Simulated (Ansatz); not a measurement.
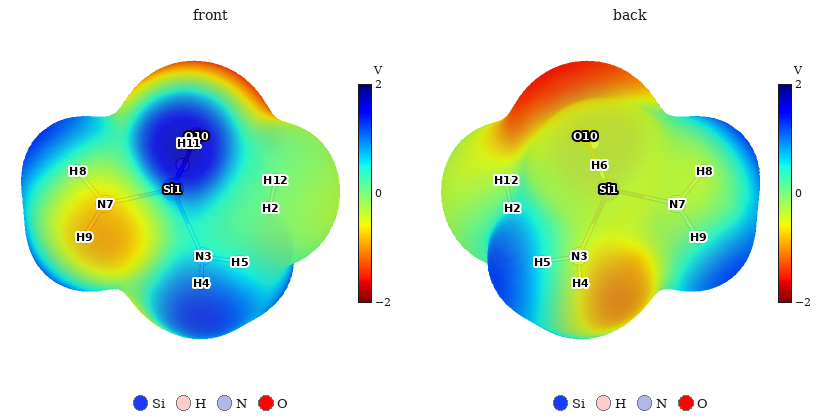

Figure. H6N2OSi···H2. The electrostatic potential painted on the density surface at 0.001 e/bohr³, seen from the front and from behind; red is negative and blue positive.

Not at a stationary point (largest force 1.5 eV/Å).

Method: RKS PBE/6-31G* in Ansatz.

Input

```
crystal:
  periodic: [false, false, false]
  atoms:
    - { symbol: Si, position_ang: [0.0, 0.0, 0.0] }
    - { symbol: H, position_ang: [0.0, 0.0, 1.81] }
    - { symbol: "N", position_ang: [1.7163, 0.0, -0.6061] }
    - { symbol: H, position_ang: [2.2145, -0.918, -0.7868] }
    - { symbol: H, position_ang: [2.2175, 0.918, -0.7783] }
    - { symbol: H, position_ang: [-0.6877, 1.1914, -0.4862] }
    - { symbol: "N", position_ang: [-0.8572, -1.4851, -0.6061] }
    - { symbol: H, position_ang: [-1.3922, -2.1014, 0.0704] }
    - { symbol: H, position_ang: [-0.8219, -1.7344, -1.6357] }
    - { symbol: O, position_ang: [-1.879, 0.0, 0.6243] }
    - { symbol: H, position_ang: [-2.4241, -0.6297, 0.053] }
    - { symbol: H, position_ang: [-0.9605, 0.0, 1.7351] }
basis:
  gaussian: { orbitals: "6-31G*" }
hamiltonian:
  xc: pbe
relax:
  f_tol: 0.15
  max_steps: 25
  restrain:
    - { distance: [0, 9], at: 1.68, k: 30.0 }
    - { distance: [11, 1], at: 0.66, k: 30.0 }
    - { distance: [0, 1], at: 2.66, k: 30.0 }
    - { distance: [11, 9], at: 2.21, k: 30.0 }
output:
  orbitals: {}
```

Run with:

```sh
ansatz run input.yaml --threads 1 --pin off --max-ram 2048MiB --backend cpu --events-out ev --progress --plain --runs-dir out
```

The fields are those of the run's last geometry, not of the input's.

Which sites attract a positive test charge, and which a negative one?

A positive charge is drawn to the negative regions and a negative charge to the positive ones. The most negative region (about −1.5 V, or −35 kcal/mol for a unit charge) lies over O10, the most positive (about +1.7 V, or +39 kcal/mol for a unit charge) over H11. O10 is the likeliest acceptor of a hydrogen bond.
